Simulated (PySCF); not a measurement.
**C3: singlet, from a obtuse triangle start**

Where does singlet C3 go from a obtuse triangle start, is the end point a minimum, and what are its modes, charges and moments?

The runs use PySCF 2.14.0; PBE0, basis C def2-TZVP, no relativity, density fitting.

### 1 Starting geometry

3 atoms, charge 0, spin multiplicity 1.

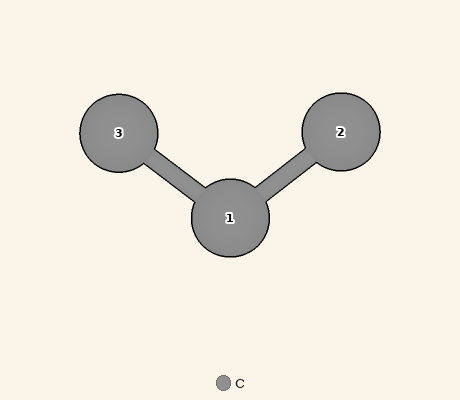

As it starts; carbon grey; atoms are numbered from 1 in the order of the file.

```xyz
3
charge 0 multiplicity 1
C     0.0000    0.0000    0.0000
C     1.1700    0.9000    0.0000
C    -1.1700    0.9000    0.0000
```

### 2 First SCF at the start

The steps below are one call of a driver around PySCF. For each, scf.py gives the equivalent set-up of the SCF; relaxations use the driver's own optimiser. After this first run the driver tries any further starts and a stability analysis.

scf.py reads:

```python
from pyscf import gto, scf, dft
mol = gto.M(atom='''
C      0.000000     0.000000     0.000000
C      1.170000     0.900000     0.000000
C     -1.170000     0.900000     0.000000''',
    basis={'C': 'def2-TZVP'},
    charge=0, spin=0)
mf = dft.RKS(mol, xc='PBE0')
mf.grids.atom_grid = (50, 194)
aux = {'C': 'def2-universal-JKFIT'}
mf = mf.density_fit(auxbasis=aux)
mf.conv_tol = 1e-08
mf.diis_space = 10
mf.max_cycle = 60
mf.init_guess = 'minao'
mf.verbose = 4
mf.kernel()
```

Launch:

```
> OMP_NUM_THREADS=2 python axn.py task.json out
```

The log of the run:

```text
init E= -113.779752165154
  HOMO = -0.271854070031148  LUMO = -0.131953233142447  gap/eV = 3.80690
cycle= 1 E= -113.851224255985  delta_E= -0.0715  |g|= 0.284  |ddm|= 1.49
  HOMO = -0.365414601340143  LUMO = -0.191044728838243  gap/eV = 4.74485
cycle= 2 E= -113.793683646371  delta_E= 0.0575  |g|= 0.527  |ddm|= 0.473
  HOMO = -0.351178720511544  LUMO = -0.159646046219553  gap/eV = 5.21187
cycle= 3 E= -113.869747944365  delta_E= -0.0761  |g|= 0.0918  |ddm|= 0.362
  HOMO = -0.341701608868979  LUMO = -0.150020520327455  gap/eV = 5.21591
cycle= 4 E= -113.872047376411  delta_E= -0.0023  |g|= 0.00965  |ddm|= 0.0628
  HOMO = -0.34412732935668  LUMO = -0.152061930608831  gap/eV = 5.22637
cycle= 5 E= -113.872076980273  delta_E= -2.96e-05  |g|= 0.00212  |ddm|= 0.0102
  HOMO = -0.343997395037644  LUMO = -0.151949035935601  gap/eV = 5.22590
cycle= 6 E= -113.87207850972  delta_E= -1.53e-06  |g|= 0.000653  |ddm|= 0.00255
  HOMO = -0.344002185244614  LUMO = -0.151969269758453  gap/eV = 5.22548
cycle= 7 E= -113.87207868338  delta_E= -1.74e-07  |g|= 0.000139  |ddm|= 0.000833
  HOMO = -0.344012445821975  LUMO = -0.151985433960437  gap/eV = 5.22532
cycle= 8 E= -113.872078693898  delta_E= -1.05e-08  |g|= 1.22e-05  |ddm|= 0.000228
  HOMO = -0.344013622916773  LUMO = -0.151986049611033  gap/eV = 5.22534
cycle= 9 E= -113.872078693972  delta_E= -7.37e-11  |g|= 2.33e-06  |ddm|= 1.85e-05
  HOMO = -0.344012946181802  LUMO = -0.151985683501145  gap/eV = 5.22533
Extra cycle  E= -113.872078693974  delta_E= -2.36e-12  |g|= 7.58e-07  |ddm|= 4.28e-06
converged SCF energy = -113.872078693974
```

This step, with its further starts and checks, needed 4.6 s of wall time on 2 threads of Arm Neoverse V2, shared host.

The starts that the driver tried:

```csv
start,energy (Eh)
the minimal-basis guess,-113.872079
a thermally smeared density,-113.872079
a smeared PBE density,-113.872079
```

The test of internal stability and the other starts found no lower closed-shell solution.

### 3 Relaxing the singlet from the obtuse triangle start

The program finds C2v symmetry in the start, which this walk keeps. The walk stops when the largest gradient is under 0.0003 Eh/bohr and the energy has settled too.

Changes to scf.py since step 2:

```diff
@@ -3,3 +3,3 @@
-C      0.000000     0.000000     0.000000
-C      1.170000     0.900000     0.000000
-C     -1.170000     0.900000     0.000000''',
+C      0.000000    -0.600000     0.000000
+C      1.170000     0.300000     0.000000
+C     -1.170000     0.300000     0.000000''',
@@ -15 +14,0 @@
-mf.init_guess = 'minao'
```

Steps of the walk:

```csv
step,energy (Eh),change (kJ/mol),largest symmetric gradient (Eh/bohr)
0,-113.872079,0.00,0.16372
1,-113.928109,-147.11,0.02445
2,-113.928934,-149.27,0.01847
3,-113.929371,-150.42,0.00526
4,-113.929563,-150.92,0.00222
5,-113.929968,-151.99,0.00210
6,-113.930046,-152.19,0.00926
7,-113.930137,-152.43,0.00323
8,-113.930190,-152.57,0.00205
9,-113.930292,-152.84,0.00461
10,-113.930349,-152.99,0.00275
11,-113.930400,-153.12,0.00617
12,-113.930495,-153.37,0.00083
13,-113.930532,-153.47,0.00108
14,-113.930553,-153.52,0.00331
15,-113.930572,-153.57,0.00337
16,-113.930620,-153.70,0.00098
17,-113.930627,-153.72,0.00320
18,-113.930641,-153.76,0.00029
19,-113.930644,-153.76,0.00015
```

The walk took 14 s.

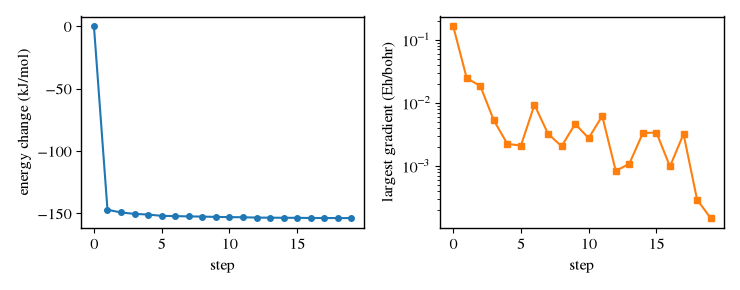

Energy and largest gradient along the walk.

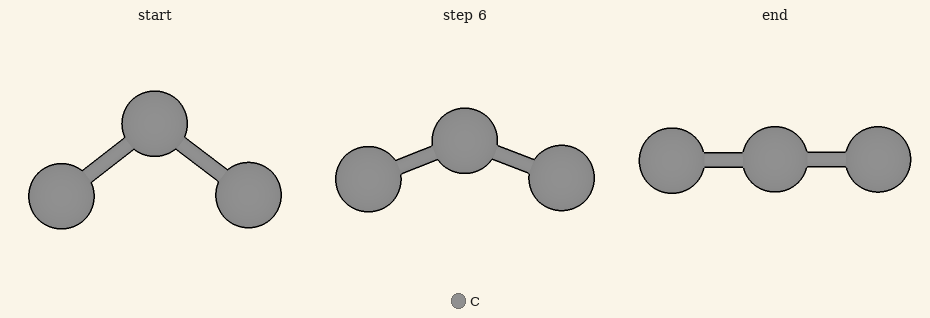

Start and end of the relaxation, with a step between.

It settles in D∞h symmetry, 153.8 kJ/mol below the start, after 19 steps: C–C 1.288 Å (×2); C–C–C 179.2°.

### 4 Vibrations and properties at this point

The point is checked on the finer grid, and tightened if its gradient asks for it. The Hessian and the dipole derivatives come from central differences of analytic gradients, with steps of 0.02 bohr.

Changes to scf.py since step 3:

```diff
@@ -3,3 +3,3 @@
-C      0.000000    -0.600000     0.000000
-C      1.170000     0.300000     0.000000
-C     -1.170000     0.300000     0.000000''',
+C      0.000000     0.000000    -0.000000
+C      1.288313     0.000000     0.000000
+C     -1.288313     0.000000    -0.000000''',
@@ -9 +9 @@
-mf.grids.atom_grid = (50, 194)
+mf.grids.atom_grid = (75, 302)
@@ -12 +12 @@
-mf.conv_tol = 1e-08
+mf.conv_tol = 1e-10
```

The driver hands on the density of the step before, so the log starts near convergence.

SCF at the final geometry:

```text
init E= -113.930643472327
  HOMO = -0.351300279123311  LUMO = -0.166223875995579  gap/eV = 5.03619
cycle= 1 E= -113.930643472326  delta_E= 9.09e-13  |g|= 2.18e-06  |ddm|= 2.43e-06
  HOMO = -0.351300277258705  LUMO = -0.166223820493012  gap/eV = 5.03619
Extra cycle  E= -113.930643472325  delta_E= 1.34e-12  |g|= 3.17e-06  |ddm|= 3.47e-06
converged SCF energy = -113.930643472325
```

The whole step took 8.9 s.

Geometry: D∞h; C–C 1.288 Å (×2); C–C–C 180.0°.

Modes, for the most abundant isotopes:

```csv
symmetry,ω (cm⁻¹),IR (km/mol),type
πu,84,32.0,bend
σg+,1250,0.0,stretch
σu+,2159,915,stretch
```

All wavenumbers are real: a minimum.

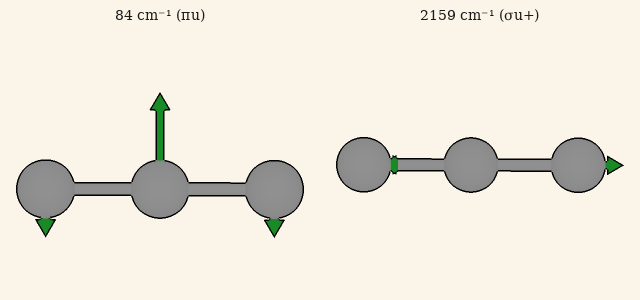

How the atoms move in 2 of the modes.

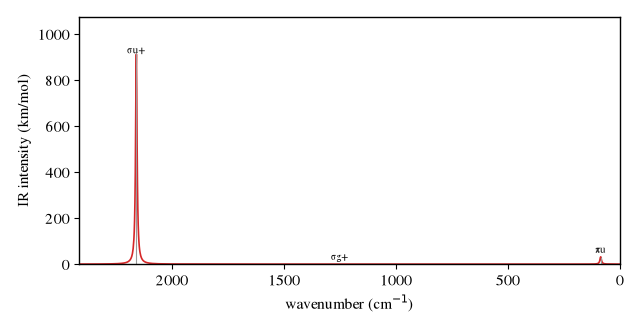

The harmonic infrared spectrum (widths in cm⁻¹). Lines are broadened to a width of 8 cm⁻¹ (Lorentzian).

Constants and moments:

```yaml
Dipole_moment: 0.00 D
Highest_occupied_level: -9.56 eV
Lowest_empty_level: -4.52 eV
Rotational_constants: 0.4232 cm⁻¹
Zero-point_energy: 21.4 kJ/mol
Principal_polarisabilities: 22.4, 22.4, 49.3 bohr³
Atomisation_energy_without_zero-point_energy: 1351 kJ/mol
Principal_traceless_quadrupole_moments_about_the_centre_of_mass: -6.03, 3.02, 3.02 D Å
Entropy_at_298.15_K_and_1_bar: 239.5 J/(mol K)
Heat_capacity_Cp_at_298.15_K: 46.3 J/(mol K)
Enthalpy_at_298.15_K_above_0_K: 12.73 kJ/mol
Rotational_symmetry_number: 2
```

Populations by atom (charges in e):

```tsv
atom	Mulliken	Löwdin	polar tensor	Mayer order to C1
C1	0.16	-0.26	-0.67	–
C2,3	-0.08	0.13	0.34	1.53
```

Mulliken populations on C1: s 3.12, p 2.67, d 0.04, f 0.01.

### 5 Would spin polarisation lower it?

At the lowest minimum the closed shell is tested against spin polarisation, on the (50, 194) grid. It is stable.

### 6 Results

```
                                 quantity                            value
                                  minimum                     singlet, D∞h
                                 geometry   C–C 1.288 Å (×2); C–C–C 180.0°
                       wavenumbers (cm⁻¹)  84 (πu), 1250 (σg+), 2159 (σu+)
                            dipole moment                           0.00 D
     highest occupied, lowest empty level                  -9.56, -4.52 eV
                polar-tensor charge of C1                          -0.67 e
                        zero-point energy                      21.4 kJ/mol
                      entropy at 298.15 K                  239.5 J/(mol K)
atomisation energy (no zero-point energy)                      1351 kJ/mol
```

In words: The obtuse triangle start (C2v) ends in a minimum of D∞h symmetry. In the infrared the band at 2159 cm⁻¹ (σu+, stretch) leads. The dipole vanishes although C1 carries -0.7 e by the polar tensor: the bond dipoles cancel. Only this shape and spin were tried, so other structures or states may lie lower.

The search up to here needed 29 s of wall time on 2 threads of Arm Neoverse V2, shared host.
